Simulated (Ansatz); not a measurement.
```json
{"atom": "C", "x (Å)": "-1.4583", "y (Å)": "1.2923", "z (Å)": "0.7336"}
{"atom": "In", "x (Å)": "-0.0138", "y (Å)": "0.0845", "z (Å)": "-0.2212"}
{"atom": "C", "x (Å)": "1.2265", "y (Å)": "-1.4713", "z (Å)": "0.5662"}
{"atom": "S", "x (Å)": "0.2731", "y (Å)": "0.5421", "z (Å)": "-2.5637"}
{"atom": "H", "x (Å)": "-2.0229", "y (Å)": "2.0556", "z (Å)": "0.2047"}
{"atom": "H", "x (Å)": "-1.7047", "y (Å)": "1.2107", "z (Å)": "1.7891"}
{"atom": "H", "x (Å)": "2.2748", "y (Å)": "-1.1906", "z (Å)": "0.4540"}
{"atom": "H", "x (Å)": "1.0580", "y (Å)": "-2.3906", "z (Å)": "0.0038"}
{"atom": "H", "x (Å)": "1.0153", "y (Å)": "-1.6513", "z (Å)": "1.6200"}
{"atom": "H", "x (Å)": "-0.6481", "y (Å)": "1.5188", "z (Å)": "-2.5865"}
```

Geometry: PBE0-D4/def2-TZVP; core potentials replace the inner electrons of In.

The calculation used UKS PBE0-D4/def2-TZVPP in Ansatz.

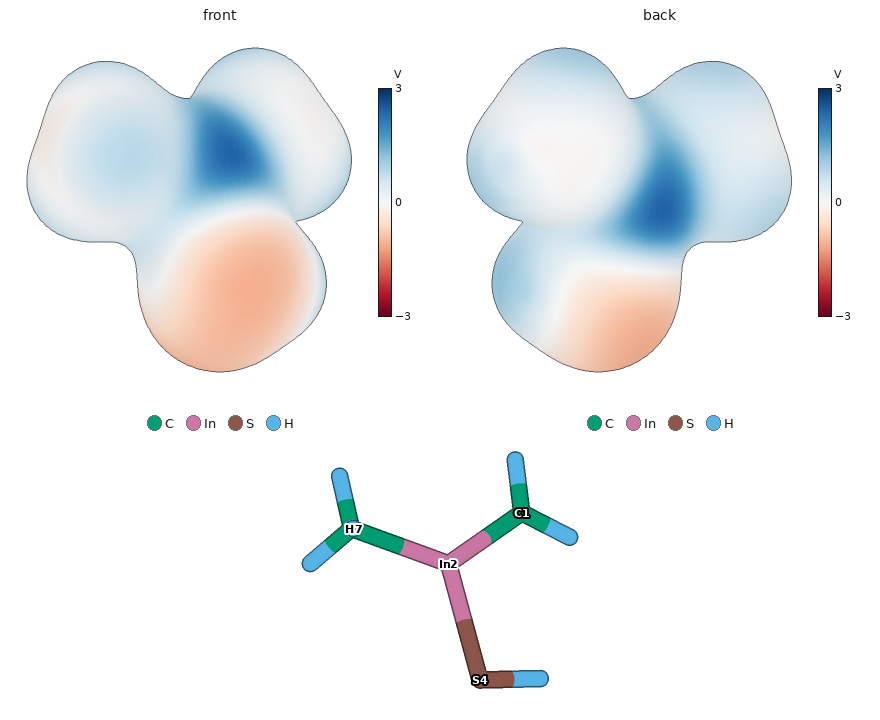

C₂H₆InS (SMILES [CH2][In]([CH3])[SH]) (doublet). The electrostatic potential painted on the density surface at 0.002 e/bohr³, seen from the front and from behind; the colour scale runs from red (negative) to blue (positive). The bare structure is drawn below in the same view.

### Which sites attract a positive test charge, and which a negative one?

A positive charge is drawn to the negative regions and a negative charge to the positive ones. The most negative region (about −1.1 V) lies over S4, the most positive (about +2.4 V) over In2.
